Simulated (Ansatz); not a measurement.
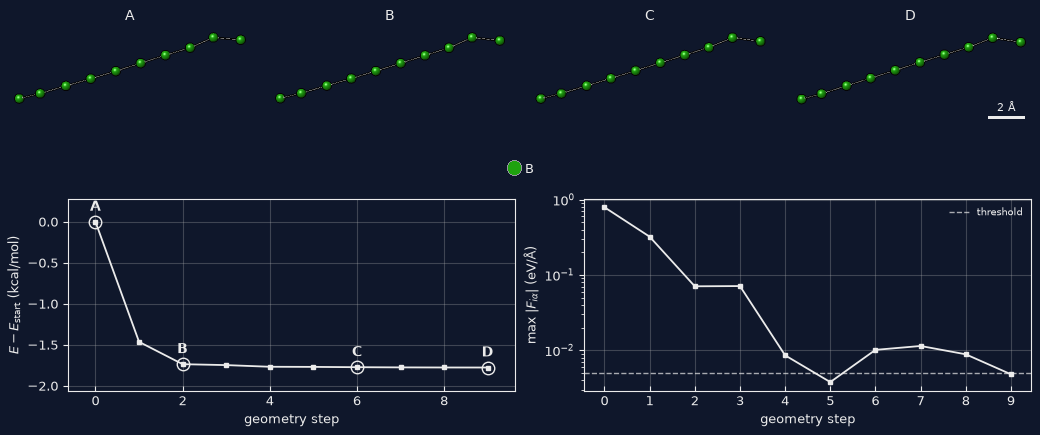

Frames of a relaxation of B₁₀, marked on the history of the run. A ball-and-stick model, seen at a tilt.

The start comes from PBE-D4/def2-SVP.

Method: Ansatz 0.2.0, RKS PBE0-D4/def2-TZVP. Set-up: force threshold 0.005 eV/Å; at most 150 steps.

Describe the path.

Answer. A B atom moves most after the best rigid fit: 0.17 Å. Near-neighbour distances that change, for instance: B–B 1.627 → 1.668 Å, B–B 1.561 → 1.526 Å, B–B 1.570 → 1.546 Å. Bond angles that change, for instance: B–B–B 173.7° → 175.9°. The energy falls by 1.78 kcal/mol in 9 geometry steps. The largest force component goes from 0.79 to 0.0048 eV/Å. The forces were under the threshold at step 5, but the run went on from there. The run took 68 s on 4 threads of AMD EPYC 9R45 96-Core, with other jobs on the host. From step 0 to 2: B atoms move most (0.08 Å), energy −1.74 kcal/mol. From step 2 to 6: B atoms move most (0.06 Å), energy −0.04 kcal/mol. From step 6 to 9: B atoms move most (0.07 Å), energy 0.00 kcal/mol.

```csv
step,"E − E(0), kcal/mol","largest force component, eV/Å"
0,0.00,0.7943
1,-1.46,0.3229
2,-1.74,0.0708
3,-1.75,0.0713
4,-1.77,0.0086
5,-1.77,0.0038
6,-1.77,0.0101
7,-1.77,0.0114
8,-1.78,0.0088
9,-1.78,0.0048
```
